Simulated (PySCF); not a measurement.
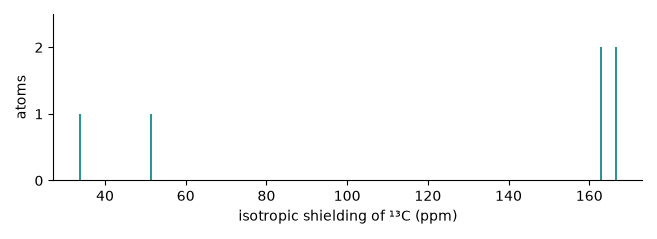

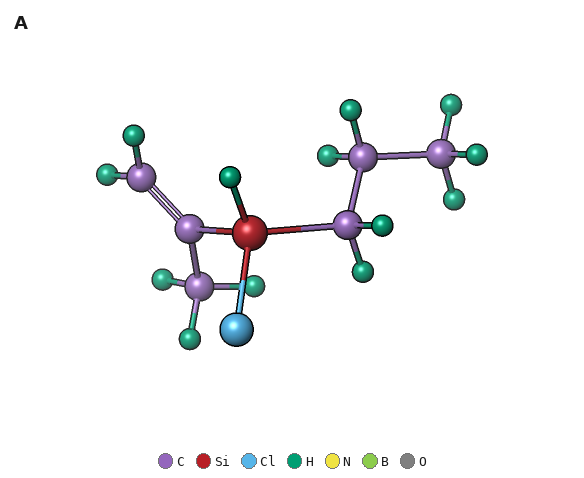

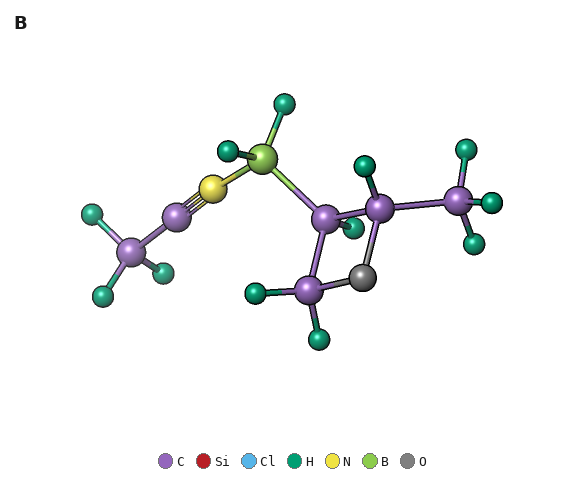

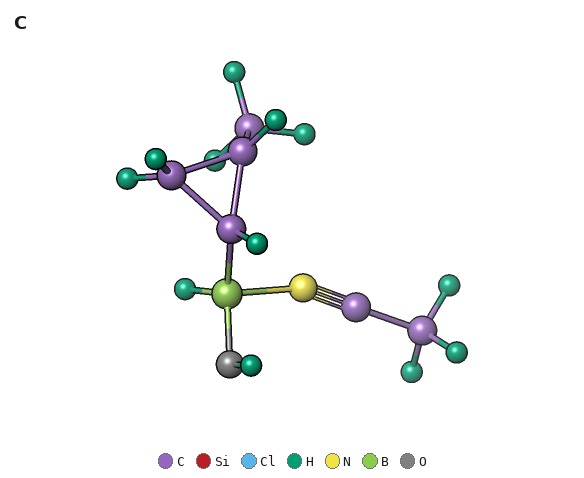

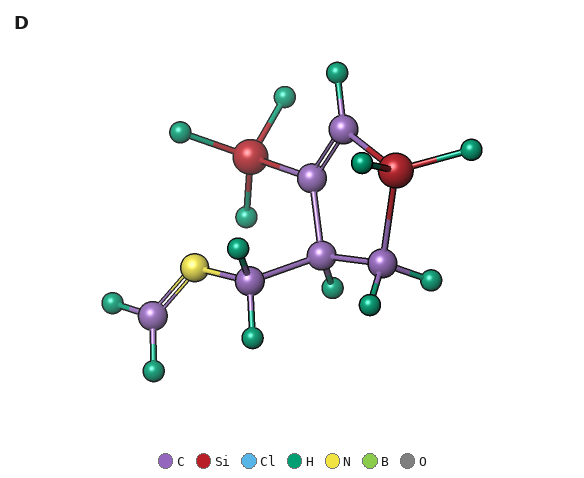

The sticks are computed shieldings of one of the molecules, for one fixed geometry (GFN2-xTB) without averaging over rotations. Low shielding means a high chemical shift. Method: GIAO PBE0/pcSseg-1 NMR shielding, non-relativistic, gas phase (PySCF 2.14.0).

**Match the spectrum to a structure.**

A, `C=C(C)[Si@@H](Cl)CCC`. Its 6 C atoms give lines at 33.8, 51.4, 162.9 (2 atoms), 166.5 (2 atoms) ppm.

The geometry is semi-empirical. Around B, Si such bond lengths and angles can be off by a tenth of an ångström or more and by several degrees, and values that hang on the shape move with them.
